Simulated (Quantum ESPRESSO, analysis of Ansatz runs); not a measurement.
**A hop of Li in Li5AuO4 (C2/m), charge −1 (Quantum ESPRESSO)**

Aim: the barrier of one jump in Li5AuO4 (C2/m) at charge −1: V_Li hop (2.4 Å). The model is a cell of 80 host atoms with 1 Li taken out; Li is the atom that moves.

Main program and level: Quantum ESPRESSO 7.5; Quantum ESPRESSO plane-wave DFT, PBEsol, GBRV 1.5 PBEsol potentials; nudged elastic band between two relaxed defect structures at fixed charge in a uniform background.

## 1. Starting point

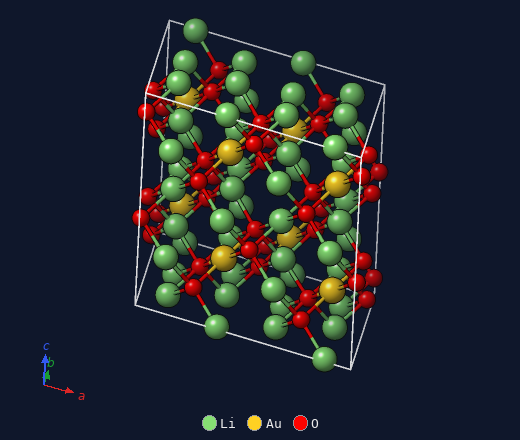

Start, viewed slightly off an axis; lithium green, gold yellow, oxygen red. Some periodic images of atoms are drawn too.

The cell holds 79 atoms: 39 Li, 8 Au and 32 O. Cell: a = 9.407 Å, b = 9.419 Å, c = 9.399 Å, α = 90.0°, β = 102.8°, γ = 90.0°. It derives from Li5AuO4 (space group C2/m). Nearest the centre at fractional (0.375, 0.250, 0.500): Li26 at 1.22 Å, O34 at 1.52 Å, O20 at 1.54 Å, Li66 at 2.39 Å, Li2 at 2.43 Å, O76 at 2.56 Å, O15 at 2.58 Å, Li30 at 2.64 Å. The cell carries charge −1.

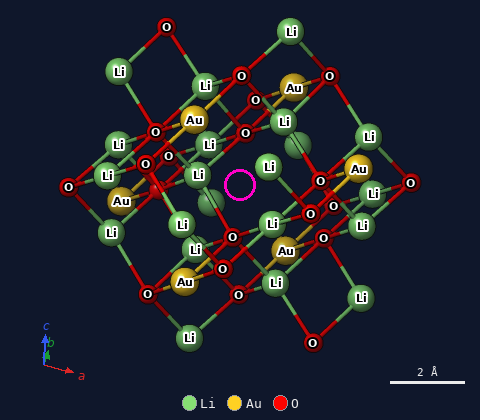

The atoms within 5 Å of the centre. A ring marks the centre wherever it is empty.

The cell's shortest repeat is 9.4 Å.

## 2. Relaxation of the start point, charge −1

A barrier is counted from a minimum, so both ends are relaxed first. Small random displacements break the symmetry of the ideal sites, so that the defect can distort if it gains by it. The charge of −1 is set by the electron count, and a uniform background keeps the cell neutral.

The input, pw.in:

```
&CONTROL
  calculation = 'relax'
  prefix = 'pwscf'
  outdir = './tmp'
  pseudo_dir = './pseudo'
  tprnfor = .true.
  disk_io = 'low'
  nstep = 70
  forc_conv_thr = 0.0012
  etot_conv_thr = 0.0001
/
&SYSTEM
  ibrav = 0
  nat = 79
  ntyp = 3
  ecutwfc = 40
  ecutrho = 324
  nbnd = 203
  occupations = 'fixed'
  tot_charge = -1
  nosym = .true.
/
&ELECTRONS
  conv_thr = 8d-08
  electron_maxstep = 100
  mixing_beta = 0.5
/
&IONS
  ion_dynamics = 'bfgs'
/
ATOMIC_SPECIES
Li     6.9400 li_pbesol_v1.4.uspp.F.UPF
Au   196.9666 au_pbesol_v1.uspp.F.UPF
O     15.9990 o_pbesol_v1.2.uspp.F.UPF
CELL_PARAMETERS angstrom
   9.4068557866    0.0000000000   -0.0193648675
   0.0000000000    9.4188351948    0.0000000000
  -2.0705704397    0.0000000000    9.1679029864
ATOMIC_POSITIONS crystal
Li     0.0000000000    0.7920894874    0.2500000000
Li     0.2473991683    0.2905192121    0.2482940034
Li     0.0000000000    0.2827270498    0.0000000000
Li     0.2500000000    0.7827270498    0.0000000000
Li     0.0000000000    0.7172729502    0.0000000000
Li     0.2500000000    0.2172729502    0.0000000000
Li     0.0013549144    0.2091496649    0.2529278848
Li     0.2500000000    0.7079105126    0.2500000000
Li     0.0000000000    0.0000000000    0.0000000000
Li     0.2500000000    0.5000000000    0.0000000000
Au     0.0000000000    0.5000000000    0.2500000000
Au     0.2472255395    0.0005931292    0.2477999303
O      0.1276198837    0.8525241470    0.1249775022
O      0.3789144132    0.3526907081    0.1281920670
O      0.1237441812    0.3501257002    0.3737013963
O      0.3746524544    0.8515067582    0.3775852558
O      0.1260424396    0.1479171513    0.1218655098
O      0.3776198837    0.6474758530    0.1249775022
O      0.1223801163    0.6474758530    0.3750224978
O      0.3706534065    0.1454397968    0.3728533885
Li     0.0000000000    0.7920894874    0.7500000000
Li     0.2524215252    0.2936466264    0.7520117433
Li     0.0024783890    0.2841545046    0.4990371780
Li     0.2500000000    0.7827270498    0.5000000000
Li     0.0000000000    0.7172729502    0.5000000000
Li     0.2498765953    0.2193118337    0.5024218075
Li     0.0000000000    0.2079105126    0.7500000000
Li     0.2500000000    0.7079105126    0.7500000000
Li     0.0000000000    0.0000000000    0.5000000000
Li     0.2527855554    0.5016596999    0.5008023240
Au     0.0000000000    0.5000000000    0.7500000000
Au     0.2517209406    0.0021621322    0.7487478789
O      0.1276198837    0.8525241470    0.6249775022
O      0.3743530528    0.3526809985    0.6242867584
O      0.1223801163    0.3525241470    0.8750224978
O      0.3723801163    0.8525241470    0.8750224978
O      0.1262375430    0.1486418553    0.6220235631
O      0.3750667502    0.6457935008    0.6254765873
O      0.1223801163    0.6474758530    0.8750224978
O      0.3725702995    0.1477875990    0.8718936727
Li     0.5000000000    0.7920894874    0.2500000000
Li     0.7500000000    0.2920894874    0.2500000000
Li     0.5000000000    0.2827270498    0.0000000000
Li     0.7500000000    0.7827270498    0.0000000000
Li     0.5000000000    0.7172729502    0.0000000000
Li     0.7500000000    0.2172729502    0.0000000000
Li     0.4999934568    0.2047500760    0.2503949974
Li     0.7500000000    0.7079105126    0.2500000000
Li     0.5000000000    0.0000000000    0.0000000000
Li     0.7500000000    0.5000000000    0.0000000000
Au     0.4985737794    0.4971549894    0.2500329148
Au     0.7500000000    0.0000000000    0.2500000000
O      0.6276198837    0.8525241470    0.1249775022
O      0.8776198837    0.3525241470    0.1249775022
O      0.6254563265    0.3521699265    0.3767323001
O      0.8723801163    0.8525241470    0.3750224978
O      0.6276198837    0.1474758530    0.1249775022
O      0.8776198837    0.6474758530    0.1249775022
O      0.6223801163    0.6474758530    0.3750224978
O      0.8723801163    0.1474758530    0.3750224978
Li     0.5000000000    0.7920894874    0.7500000000
Li     0.7485814904    0.2923049650    0.7468163625
Li     0.7500000000    0.7827270498    0.5000000000
Li     0.5000000000    0.7172729502    0.5000000000
Li     0.7486612439    0.2145977029    0.4985645480
Li     0.4999986702    0.2063470849    0.7472187974
Li     0.7500000000    0.7079105126    0.7500000000
Li     0.5005434058   -0.0018748902    0.5026461385
Li     0.7500000000    0.5000000000    0.5000000000
Au     0.4983627637    0.5015984316    0.7518873496
Au     0.7500000000    0.0000000000    0.7500000000
O      0.6276198837    0.8525241470    0.6249775022
O      0.8776198837    0.3525241470    0.6249775022
O      0.6192187314    0.3532547105    0.8739510571
O      0.8723801163    0.8525241470    0.8750224978
O      0.6248232178    0.1489871637    0.6236868042
O      0.8776198837    0.6474758530    0.6249775022
O      0.6223801163    0.6474758530    0.8750224978
O      0.8723801163    0.1474758530    0.8750224978
K_POINTS gamma
```

Command:

```
$ OMP_NUM_THREADS=1 mpirun -n 4 pw.x -in pw.in > pw.out
```

What it wrote:

```text
[shortened: banners, details of potentials and solvers, and blank lines are left out]
     gamma-point specific algorithms are used
     one sub-group per band group will be used
     scalapack distributed-memory algorithm (size of sub-group:  2*  2 procs)
     bravais-lattice index     =            0
     lattice parameter (alat)  =      17.7764  a.u.
     unit-cell volume          =    5479.0634 (a.u.)^3
     number of atoms/cell      =           79
     number of atomic types    =            3
     number of electrons       =       398.00
     number of Kohn-Sham states=          203
     kinetic-energy cutoff     =      40.0000  Ry
     charge density cutoff     =     324.0000  Ry
     scf convergence threshold =      8.0E-08
     mixing beta               =       0.5000
     number of iterations used =            8  plain     mixing
     energy convergence thresh.=      1.0E-04
     force convergence thresh. =      1.2E-03
     Exchange-correlation= SLA  PW   PSX  PSC
                           (   1   4  10   8   0   0   0)
     nstep                     =           70
     crystal axes: (cart. coord. in units of alat)
               a(1) = (   0.999998   0.000000  -0.002059 )
               a(2) = (   0.000000   1.001271   0.000000 )
               a(3) = (  -0.220112   0.000000   0.974596 )
     PseudoPot. # 1 for Li read from file:
     li_pbesol_v1.4.uspp.F.UPF
     Pseudo is Ultrasoft, Zval =  3.0
     PseudoPot. # 2 for Au read from file:
     au_pbesol_v1.uspp.F.UPF
     Pseudo is Ultrasoft + core correction, Zval = 11.0
[...]
PseudoPot. # 3 for O  read from file:
     o_pbesol_v1.2.uspp.F.UPF
     Pseudo is Ultrasoft + core correction, Zval =  6.0
[...]
atomic species   valence    mass     pseudopotential
     Li                3.00     6.94000     Li( 1.00)
     Au               11.00   196.96660     Au( 1.00)
     O                 6.00    15.99900     O ( 1.00)
     No symmetry found
     site n.     atom                  positions (alat units)
         1        Li     tau(   1) = (  -0.0550281   0.7930965   0.2436490  )
         2        Li     tau(   2) = (   0.1927460   0.2908886   0.2414770  )
         3        Li     tau(   3) = (   0.0000000   0.2830865   0.0000000  )
         4        Li     tau(   4) = (   0.2499995   0.7837222  -0.0005146  )
         5        Li     tau(   5) = (   0.0000000   0.7181849   0.0000000  )
         6        Li     tau(   6) = (   0.2499995   0.2175492  -0.0005146  )
         7        Li     tau(   7) = (  -0.0543177   0.2094156   0.2464997  )
         8        Li     tau(   8) = (   0.1949714   0.7088105   0.2431343  )
[...]
number of k points=     1
                       cart. coord. in units 2pi/alat
        k(    1) = (   0.0000000   0.0000000   0.0000000), wk =   2.0000000
     Dense  grid:   269731 G-vectors     FFT dimensions: ( 108, 108, 108)
     Smooth grid:    93630 G-vectors     FFT dimensions: (  72,  72,  72)
     Check: negative core charge=   -0.000006
     starting charge     379.4176, renormalised to     398.0000
     Self-consistent Calculation
     iteration #  1     ecut=    40.00 Ry     beta= 0.50
     total energy              =   -2475.18660062 Ry
     estimated scf accuracy    <      69.89841759 Ry
     iteration #  2     ecut=    40.00 Ry     beta= 0.50
     total energy              =   -2501.18932864 Ry
     estimated scf accuracy    <      94.27942491 Ry
     iteration #  3     ecut=    40.00 Ry     beta= 0.50
     total energy              =   -2510.79778965 Ry
     estimated scf accuracy    <      24.51717230 Ry
[...]
estimated scf accuracy    <       0.01305568 Ry
     iteration #  9     ecut=    40.00 Ry     beta= 0.50
     total energy              =   -2513.57757077 Ry
     estimated scf accuracy    <       0.00724869 Ry
     iteration # 10     ecut=    40.00 Ry     beta= 0.50
     total energy              =   -2513.57824650 Ry
     estimated scf accuracy    <       0.00148584 Ry
[... 161 further cycles ...]
     iteration # 10     ecut=    40.00 Ry     beta= 0.50
     End of self-consistent calculation
          k = 0.0000 0.0000 0.0000 ( 11696 PWs)   bands (ev):
   -38.2836 -38.2761 -38.2710 -38.2628 -38.2572 -38.2520 -38.2490 -38.2391
   -38.2326 -38.2142 -38.2087 -38.1884 -38.1783 -38.1684 -38.1414 -38.1393
   -38.1195 -38.1034 -38.0992 -38.0983 -38.0881 -38.0768 -38.0645 -38.0611
   -38.0550 -38.0464 -38.0371 -38.0321 -38.0280 -38.0167 -38.0139 -37.9992
   -37.9952 -37.9677 -37.9626 -37.8445 -37.8405 -37.6872 -37.6848 -12.7288
   -12.6384 -12.6008 -12.5829 -12.5307 -12.5168 -12.4351 -12.4191 -12.2838
   -12.2257 -12.2060 -12.1264 -12.1218 -12.1074 -12.0753 -12.0590 -12.0265
   -12.0248 -12.0003 -12.0001 -11.9664 -11.9518 -11.9415 -11.9211 -11.8665
[...]
highest occupied, lowest unoccupied level (ev):     4.4425    6.4730
!    total energy              =   -2513.62981220 Ry
     estimated scf accuracy    <          1.7E-10 Ry
     The total energy is the sum of the following terms:
     one-electron contribution =    -841.15036305 Ry
     hartree contribution      =     604.49445205 Ry
     xc contribution           =    -858.99846916 Ry
     ewald contribution        =   -1417.97543205 Ry
     convergence has been achieved in  10 iterations
     Forces acting on atoms (cartesian axes, Ry/au):
     atom    1 type  1   force =    -0.00003049   -0.00033445    0.00054560
     atom    2 type  1   force =     0.00039894    0.00080124    0.00031742
     atom    3 type  1   force =     0.00009671   -0.00085169   -0.00011678
     atom    4 type  1   force =     0.00003665    0.00019351   -0.00009003
     atom    5 type  1   force =    -0.00008359    0.00009158    0.00004679
     atom    6 type  1   force =     0.00005602    0.00003882   -0.00070048
     atom    7 type  1   force =    -0.00031699   -0.00044799    0.00024418
     atom    8 type  1   force =    -0.00001248    0.00015145    0.00061957
[...]
Total force =     0.005379     Total SCF correction =     0.000038
     Energy error            =      6.9E-05 Ry
     Gradient error          =      1.3E-03 Ry/Bohr
     number of scf cycles    =  16
     number of bfgs steps    =  15
     energy             old  =   -2513.6297431485 Ry
     energy             new  =   -2513.6298121951 Ry
     CASE: energy            _new < energy            _old
     new trust radius        =       0.0050467707 bohr
     new conv_thr            =       0.0000000008 Ry
ATOMIC_POSITIONS (crystal)
Li              -0.0006202062        0.7905429287        0.2491540746
Li               0.2540779514        0.2891867345        0.2525036398
Li              -0.0001077829        0.2785163446       -0.0001411232
Li               0.2489250878        0.7811074708       -0.0000164077
Li              -0.0001811135        0.7153579364       -0.0001355110
Li               0.2519127182        0.2170282278        0.0029484256
Li               0.0031866611        0.2064928829        0.2509745807
Li               0.2487155784        0.7065447048        0.2492370671
[...]
Check: negative core charge=   -0.000006
     Self-consistent Calculation
     iteration #  1     ecut=    40.00 Ry     beta= 0.50
     total energy              =   -2513.62985077 Ry
     estimated scf accuracy    <       0.00003015 Ry
     iteration #  2     ecut=    40.00 Ry     beta= 0.50
     total energy              =   -2513.62985411 Ry
     estimated scf accuracy    <       0.00001971 Ry
     iteration #  3     ecut=    40.00 Ry     beta= 0.50
     total energy              =   -2513.62985773 Ry
     estimated scf accuracy    <       0.00000254 Ry
[...]
estimated scf accuracy    <       0.00000002 Ry
     iteration #  7     ecut=    40.00 Ry     beta= 0.50
     total energy              =   -2513.62985835 Ry
     estimated scf accuracy    <          7.9E-09 Ry
     iteration #  8     ecut=    40.00 Ry     beta= 0.50
     total energy              =   -2513.62985835 Ry
     estimated scf accuracy    <          1.6E-09 Ry
     iteration #  9     ecut=    40.00 Ry     beta= 0.50
     End of self-consistent calculation
          k = 0.0000 0.0000 0.0000 ( 11696 PWs)   bands (ev):
   -38.2825 -38.2782 -38.2705 -38.2623 -38.2582 -38.2516 -38.2489 -38.2394
   -38.2322 -38.2166 -38.2106 -38.1891 -38.1767 -38.1664 -38.1387 -38.1383
   -38.1178 -38.1035 -38.0981 -38.0975 -38.0898 -38.0778 -38.0657 -38.0608
   -38.0550 -38.0469 -38.0378 -38.0319 -38.0289 -38.0175 -38.0157 -37.9981
   -37.9944 -37.9689 -37.9644 -37.8438 -37.8399 -37.6867 -37.6851 -12.7295
   -12.6393 -12.6017 -12.5833 -12.5305 -12.5164 -12.4341 -12.4187 -12.2846
   -12.2260 -12.2064 -12.1265 -12.1233 -12.1082 -12.0726 -12.0588 -12.0276
   -12.0228 -12.0015 -11.9999 -11.9670 -11.9528 -11.9424 -11.9212 -11.8662
[...]
highest occupied, lowest unoccupied level (ev):     4.4428    6.4720
!    total energy              =   -2513.62985836 Ry
     estimated scf accuracy    <          5.2E-10 Ry
     The total energy is the sum of the following terms:
     one-electron contribution =    -841.15163200 Ry
     hartree contribution      =     604.49416402 Ry
     xc contribution           =    -858.99735054 Ry
     ewald contribution        =   -1417.97503985 Ry
     convergence has been achieved in   9 iterations
     Forces acting on atoms (cartesian axes, Ry/au):
     atom    1 type  1   force =     0.00003173   -0.00028850    0.00036316
     atom    2 type  1   force =     0.00039294    0.00080722    0.00021195
     atom    3 type  1   force =     0.00003348   -0.00064711   -0.00016830
     atom    4 type  1   force =     0.00003915    0.00015902   -0.00002124
     atom    5 type  1   force =     0.00000967    0.00010733    0.00011309
     atom    6 type  1   force =     0.00003148    0.00010017   -0.00051600
     atom    7 type  1   force =    -0.00020283   -0.00035843    0.00015273
     atom    8 type  1   force =     0.00004826    0.00013025    0.00052788
[...]
Total force =     0.004882     Total SCF correction =     0.000066
     Energy error            =      4.6E-05 Ry
     Gradient error          =      9.5E-04 Ry/Bohr
     bfgs converged in  17 scf cycles and  16 bfgs steps
     (criteria: energy <  1.0E-04 Ry, force <  1.2E-03 Ry/Bohr)
     End of BFGS Geometry Optimization
     Final energy             =   -2513.6298583550 Ry
Begin final coordinates
ATOMIC_POSITIONS (crystal)
Li              -0.0006202062        0.7905429287        0.2491540746
Li               0.2540779514        0.2891867345        0.2525036398
Li              -0.0001077829        0.2785163446       -0.0001411232
Li               0.2489250878        0.7811074708       -0.0000164077
Li              -0.0001811135        0.7153579364       -0.0001355110
Li               0.2519127182        0.2170282278        0.0029484256
Li               0.0031866611        0.2064928829        0.2509745807
Li               0.2487155784        0.7065447048        0.2492370671
[...]
End final coordinates
   JOB DONE.
```

The job ended after 11 min (4 MPI ranks of Arm Neoverse V1, shared host; peak memory 2.2 GiB).

The steps of the relaxation:

```tsv
step	energy less that of the first step (eV)
0	0.0000
1	-0.2754
2	-0.3968
3	-0.4951
4	-0.5841
5	-0.6200
6	-0.6404
7	-0.6600
8	-0.6696
9	-0.6781
10	-0.6838
11	-0.6878
12	-0.6908
13	-0.6933
14	-0.6949
15	-0.6959
16	-0.6965
```

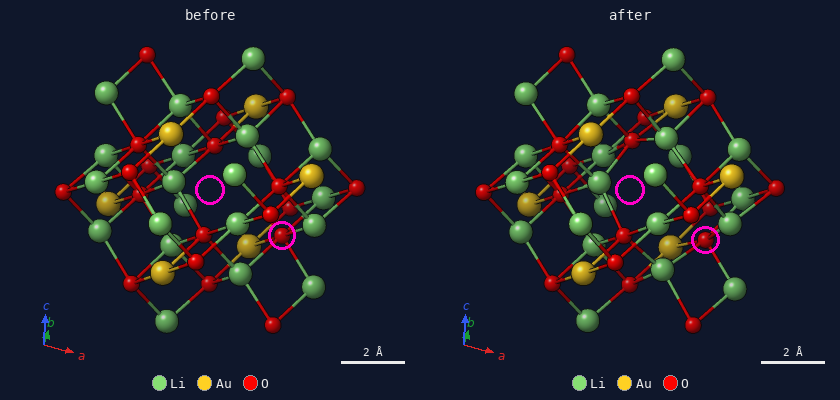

Before and after: the atoms that start within 5 Å of the centre. O55, which moves most, is ringed if it is among them. A ring with no atom in it marks the empty centre.

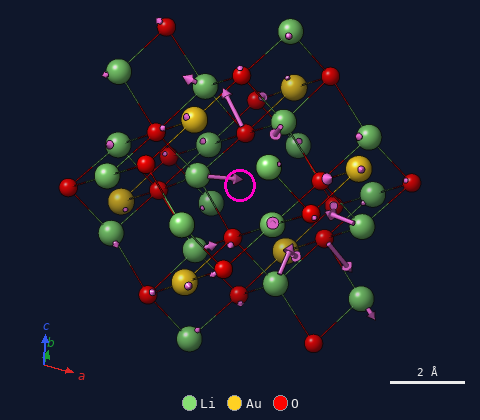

Displacements in the relaxation near the centre, exaggerated; the longest in the cell stands for 0.22 Å. A ring marks the centre wherever it is empty.

The atoms that moved most (Å):

```tsv
atom	dx	dy	dz	length
O55	0.142	0.092	-0.136	0.217
O34	-0.138	0.090	0.124	0.206
Li65	-0.147	0.105	-0.024	0.182
Li26	0.163	0.062	0.013	0.175
Li47	0.017	0.110	0.125	0.168
Li66	-0.023	0.098	-0.105	0.146
Li68	-0.001	0.093	-0.025	0.096
O76	0.031	-0.063	0.044	0.083
```

Neighbours of Li26 at the end:

```tsv
atom	distance (Å)
O34	1.879
O20	1.912
O15	1.994
O37	2.051
Li2	2.412
Li22	2.485
Li23	2.559
Li30	2.582
```

This step gave:

| Property | Result |
| --- | --- |
| highest filled level | 4.443 eV |
| lowest empty level | 6.472 eV |
| r.m.s. move of the farther half of the atoms | 0.02114 Å |
| largest move from the ideal geometry of this structure, a common shift of the far atoms taken out | 0.2285 Å |

The relaxation gained 0.696 eV and ended with a largest force component of 0.025 eV/Å.

(Continued in part 2 of 3.)

[Logs are printed without paths, hosts, clocks, repeated set-up lines and the standing remarks that a program may print on its own settings, such as how far it seeks lower states.]

[Hosts, paths, dates, database ids (printed as entryN), source tags and the programs' standing remarks are cut or masked in the printed files.]
